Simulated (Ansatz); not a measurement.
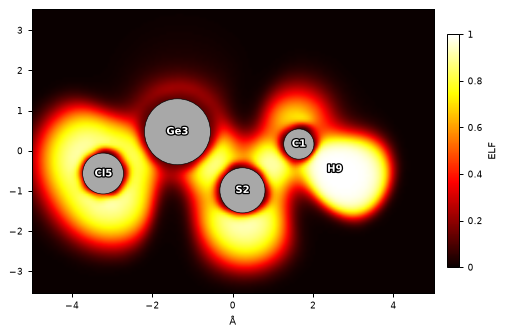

Figure. CH3Cl3GeS (SMILES C[S][Ge]([Cl])([Cl])[Cl]). Electron localisation function on the plane of atoms C1, S2 and Ge3. Grey discs cover the atomic cores.

Geometry: PBE0-D4/def2-TZVP.

Method: RKS PBE0-D4/def2-TZVPP in Ansatz.

The calculation's input:

```
crystal:
  periodic: [false, false, false]
  atoms:
    - {symbol: C, position_ang: [-0.071656, -1.339842, 0.890086]}
    - {symbol: S, position_ang: [1.265194, -0.638669, -0.119435]}
    - {symbol: Ge, position_ang: [0.233516, 1.142432, -0.833220]}
    - {symbol: Cl, position_ang: [-1.533021, 0.659664, -1.934122]}
    - {symbol: Cl, position_ang: [1.554371, 2.236585, -2.084715]}
    - {symbol: Cl, position_ang: [-0.406361, 2.396660, 0.774032]}
    - {symbol: H, position_ang: [-0.347113, -0.664011, 1.698371]}
    - {symbol: H, position_ang: [-0.939408, -1.580592, 0.277725]}
    - {symbol: H, position_ang: [0.332979, -2.258530, 1.314179]}
basis:
  gaussian: {orbitals: def2-TZVPP}
hamiltonian: {xc: pbe0, dispersion: d4}
output: {orbitals: {seedname: orbitals}}
```

Run with:

```sh
ansatz run in.yaml --threads 4 --pin off --events-out ev --progress --plain --max-ram 11315MiB
```

### Interpret the plot.

- Atoms in the plane: C, S, Ge, Cl and H.
- C–S (1.82 Å): the ELF peaks at about 0.90 between the atoms: localised, covalent bonding.
- Ge–Cl (2.12 Å): the ELF peaks at about 0.80 in the valence shell of Cl, 0.8 Å from its nucleus, and is about 0.70 at the midpoint.
- Ge–S (2.18 Å): the ELF peaks at about 0.85 in the valence shell of S, 0.9 Å from its nucleus, and is about 0.80 at the midpoint.
- C–H (1.09 Å): the ELF climbs to about 1 towards the hydrogen, as it does in any bond to H (an ordinary covalent bond to hydrogen).
- The ELF also peaks beside S2 and Cl5, away from the bonds: lone-pair regions.
